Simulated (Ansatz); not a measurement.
EuBi: several calculations on one system

**1. Relaxation**

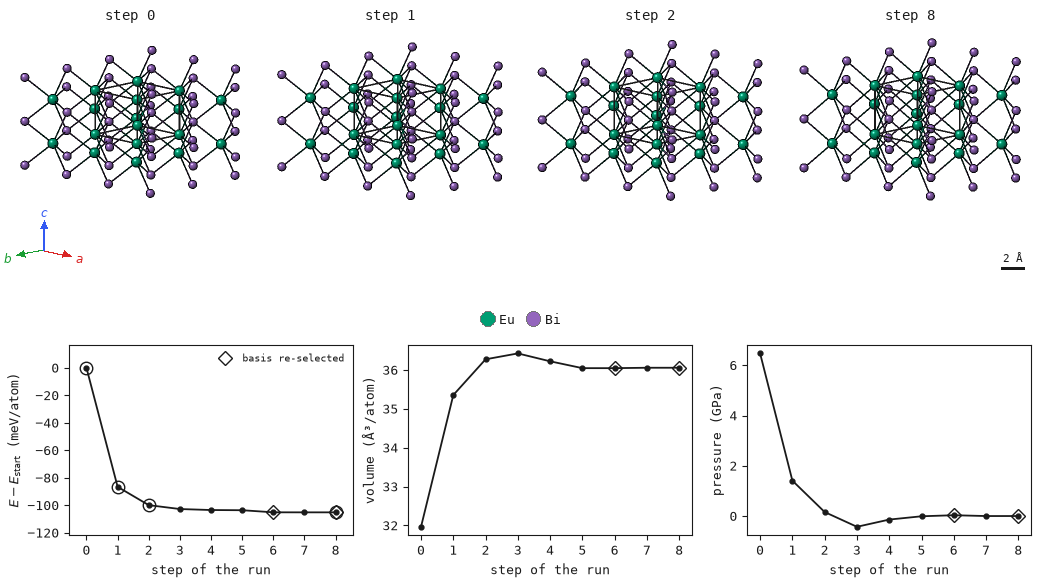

Frames of a relaxation of solid EuBi (built on the WC type), marked on the history of the run. Style: ball-and-stick. Shown: the cell of the calculation, repeated 2 × 2 × 1 with one cell outlined, from a free direction.

The calculation used DFT PBE, scalar-relativistic, plane waves, PAW in Ansatz.

The input:
```yaml
crystal:
  lattice:
    - [4.229142495, 0.0, 0.0]
    - [-2.1145712475, 3.6625448369, 0.0]
    - [0.0, 0.0, 4.1274335459]
  atoms:
    - { symbol: Eu, position: [0.0, 0.0, 0.0], spin: 6.0 }
    - { symbol: Bi, position: [0.6666666667, 0.3333333333, 0.5] }
basis:
  ecutwfc: 420
  ecutrho_ratio: 4
kpoints:
  mp_grid: { grid: [10, 10, 8] }
hamiltonian:
  xc: pbe
scf:
  occupations: { method: gaussian, width: 0.05 }
output:
  forces: true
  stress: true
  eigenvalues: true
  populations: true
magnetization:
  spin_polarized: true
relax:
  f_tol: 0.01
  max_steps: 60
  cell: { stress_tol: 0.04 }
```

Command:
```bash
ansatz run input.yaml --threads 2 --pin off --max-ram 2662MiB --backend cpu --events-out ev --progress --plain --runs-dir out
```

> Describe the path.

No atom moves by more than 0.005 Å relative to the cell. Cell: a = b 4.229 → 4.257 Å (+0.7 %), c 4.127 → 4.595 Å (+11.3 %). Volume +12.8 %. Among the contacts that change: Eu1–Bi2 3.197 → 3.364 Å. Bond angles that change, for instance: Bi2–Eu1–Bi2 80.4° → 86.1°, Eu1–Bi2–Eu1 80.4° → 86.1°, Eu1–Bi2–Eu1 82.8° → 78.5°. The space group stays P-6m2 (No. 187). After 6 accepted moves (8 points after the start) the energy has fallen by 105 meV per atom. All forces vanish by symmetry, so only the cell relaxes. Pressure: 6.47 GPa at the start and 0.00 GPa at the end. At 2 points the geometry stayed and the basis and grid were re-selected for the new cell (energy shift of 1.5 meV per atom at most each time). The run took 2.1 min on 2 threads of Arm Neoverse V2 (shared host), peak memory 0.57 GiB. From step 0 to 1: volume +10.6 %, energy −86.5 meV per atom. From step 1 to 2: volume +2.6 %, energy −13.3 meV per atom. From step 2 to 8: volume −0.6 %, energy −5.2 meV per atom.

```json
{"step": "0", "E − E(0), meV/atom": "0.00", "pressure, GPa": "6.47", "volume, Å³/atom": "31.966", "note": ""}
{"step": "1", "E − E(0), meV/atom": "-86.54", "pressure, GPa": "1.41", "volume, Å³/atom": "35.355", "note": ""}
{"step": "2", "E − E(0), meV/atom": "-99.88", "pressure, GPa": "0.16", "volume, Å³/atom": "36.275", "note": ""}
{"step": "3", "E − E(0), meV/atom": "-102.71", "pressure, GPa": "-0.43", "volume, Å³/atom": "36.427", "note": ""}
{"step": "4", "E − E(0), meV/atom": "-103.43", "pressure, GPa": "-0.14", "volume, Å³/atom": "36.224", "note": ""}
{"step": "5", "E − E(0), meV/atom": "-103.57", "pressure, GPa": "-0.01", "volume, Å³/atom": "36.048", "note": ""}
{"step": "6", "E − E(0), meV/atom": "-105.09", "pressure, GPa": "0.04", "volume, Å³/atom": "36.048", "note": "same geometry, new basis"}
{"step": "7", "E − E(0), meV/atom": "-105.12", "pressure, GPa": "0.00", "volume, Å³/atom": "36.058", "note": ""}
{"step": "8", "E − E(0), meV/atom": "-105.12", "pressure, GPa": "0.00", "volume, Å³/atom": "36.058", "note": "same geometry, new basis"}
```

Limits of the set-up: 4f states are treated without a Hubbard U.

**2. Relaxation**

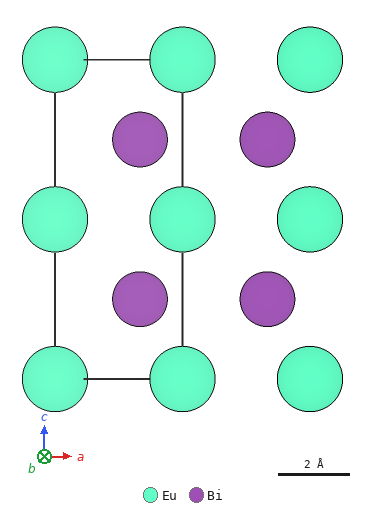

Solid EuBi (built on the WC type), before the relaxation. A spheres-only model of the cell of the calculation, repeated 2 × 1 × 1 with one cell outlined, seen along the b axis.

Case: volume × 0.960.

The calculation used Ansatz, DFT PBE, scalar-relativistic, plane waves, PAW.

The input:
```yaml
crystal:
  lattice:
    - [4.1923506806, 0.0, 0.0]
    - [-2.0961753403, 3.630682191, 0.0]
    - [0.0, 0.0, 9.0967246733]
  atoms:
    - { symbol: Eu, position: [1.0, 0.0, 0.0], spin: 7.49 }
    - { symbol: Bi, position: [0.6666666667, 0.3333333333, 0.25] }
    - { symbol: Eu, position: [1.0, 0.0, 0.5], spin: -7.49 }
    - { symbol: Bi, position: [0.6666666667, 0.3333333333, 0.75] }
basis:
  ecutwfc: 420
  ecutrho_ratio: 4
kpoints:
  mp_grid: { grid: [10, 10, 4] }
hamiltonian:
  xc: pbe
scf:
  occupations: { method: gaussian, width: 0.05 }
output:
  forces: true
  stress: true
  eigenvalues: true
  populations: true
magnetization:
  spin_polarized: true
relax:
  f_tol: 0.01
  max_steps: 40
  cell: { stress_tol: 0.1, fix: [volume] }
```

Command:
```bash
ansatz run input.yaml --threads 2 --pin off --max-ram 2662MiB --backend cpu --events-out ev --progress --plain --runs-dir out
```

Q: What does the optimiser find from here?

A: The atoms keep their places relative to the cell (all moves are under 0.005 Å). The drawn cell changes at constant volume: a = b 4.192 → 4.182 Å (−0.3 %), c 9.097 → 9.143 Å (+0.5 %). The space group stays P-6m2 (No. 187). Over 1 accepted move (2 points after the start) the energy falls by 0.3 meV per atom. All forces vanish by symmetry, so only the cell relaxes. Pressure: 1.41 GPa at the start and 1.33 GPa at the end. At 1 point the geometry stayed and the basis and grid were re-selected for the new cell (energy shift of less than 0.05 meV per atom at most each time).

Final geometry:

```
CELL_PARAMETERS angstrom
4.18178 0.00000 0.00000
-2.09089 3.62153 0.00000
0.00000 0.00000 9.14275
ATOMIC_POSITIONS crystal
Eu 0.00000 0.00000 0.00000
Bi 0.66667 0.33333 0.25000
Eu 0.00000 0.00000 0.50000
Bi 0.66667 0.33333 0.75000
```

Limits of the set-up: 4f states are treated without a Hubbard U.

**3. A change**

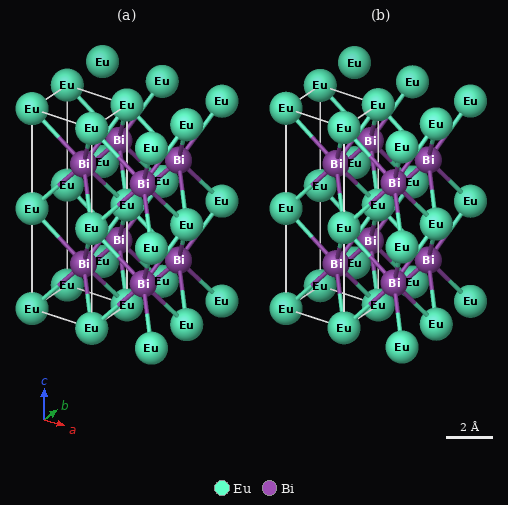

Left: crystalline EuBi (built on the WC type). Right: the same structure after one change, at the same scale. Style: ball-and-stick. Shown: the cell of the calculation, repeated 2 × 2 × 1 with one cell outlined, slightly off an axis.

Level of theory: Ansatz, DFT PBE, scalar-relativistic, plane waves, PAW. Settings: plane-wave cutoff 420 eV; k-point mesh 10 × 10 × 4; occupations gaussian; smearing width 0.05 eV; collinear spin.

### What was changed?

The volume is changed by −5.5 %. The cell's shape and the atoms are relaxed at that volume.

### And its effect?

It costs 10.6 meV per atom. The pressure goes from 0.0 to 1.7 GPa. The absolute magnetisation per cell goes from 14.21 to 14.26 μB (net moment 0.00 and 0.00 μB). The volume changes by −5.5 %, with a = b 4.257 → 4.135 Å (−2.9 %), c 9.190 → 9.206 Å (+0.2 %). No atom moves by more than 0.005 Å relative to the cell. Near-neighbour distances before and after: Bi–Eu 3.364 → 3.316 Å. The space group stays P-6m2 (No. 187).

Limits of the set-up: 4f states are treated without a Hubbard U.
